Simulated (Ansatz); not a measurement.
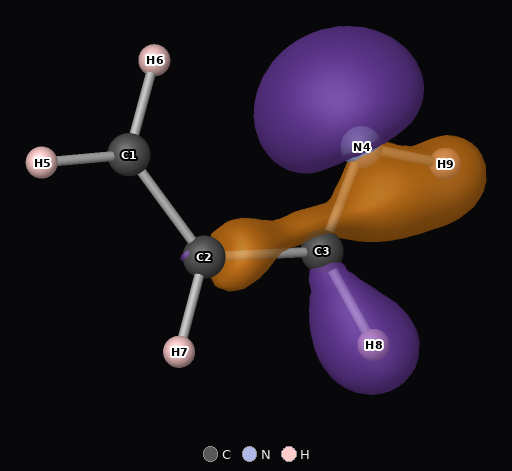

Figure. C$_{3}$H$_{5}$N (SMILES C=CC=N). The HOMO at ±0.2 Å⁻³ᐟ² (orange and purple are the two phases), seen at a tilt.

Level of theory: RKS PBE-D4/def2-SVP (Ansatz 0.2.0).

```xyz
9

C     1.2947   -0.2223    0.1277
C     0.3006    0.6516   -0.1317
C    -1.1302    0.2803   -0.1561
N    -1.5331   -0.9205    0.0666
H     2.3499    0.0902    0.1373
H     1.0569   -1.2779    0.3366
H     0.5329    1.7096   -0.3409
H    -1.8246    1.1257   -0.3822
H    -2.5637   -0.9628    0.0029
```

Q: What is the character of this orbital?

A: By Hirshfeld shares it lies mainly on N4 (about 65 %), C3 (about 10 %), H8 (about 10 %) and H9 (about 5 %); it is symmetric in the molecular plane (an in-plane orbital: σ, lone-pair or in-plane π type); largely a lone pair of N4. Its energy is −5.96 eV.
